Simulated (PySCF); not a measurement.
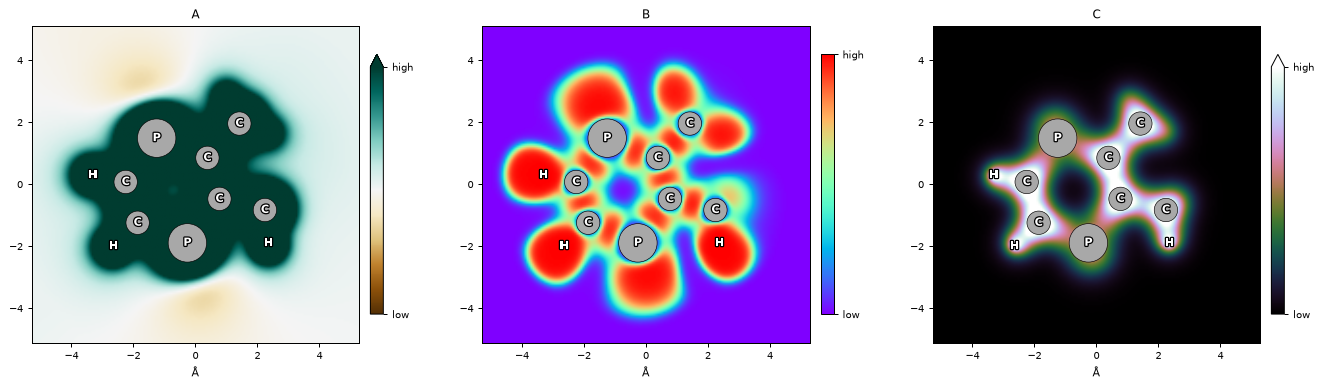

C₇H₁₀P₂ (SMILES CCc1pccpc1C): 3 fields on the plane of atoms P4, C3 and C8, with unlabelled colour scales. Grey discs cover the atomic cores.

Geometry: GFN2-xTB.

Theory: PySCF, PBE0/pcSseg-1, SCF density, gas phase, non-relativistic.

### Which field does each panel show? The fields are: electron density, electron localisation function and electrostatic potential.

Panel A: electrostatic potential (strongly positive close to the atoms, with negative regions outside electron-rich atoms). Panel B: electron localisation function. Panel C: electron density. From the grid: C–C (1.37 Å): ρ at the midpoint is about 2.1 e/Å³; the ELF peaks at about 0.95 between the atoms: a covalent bond. C–P (1.73 Å): ρ at the midpoint is about 1.3 e/Å³; the ELF peaks at about 0.95 between the atoms (a covalent bond).
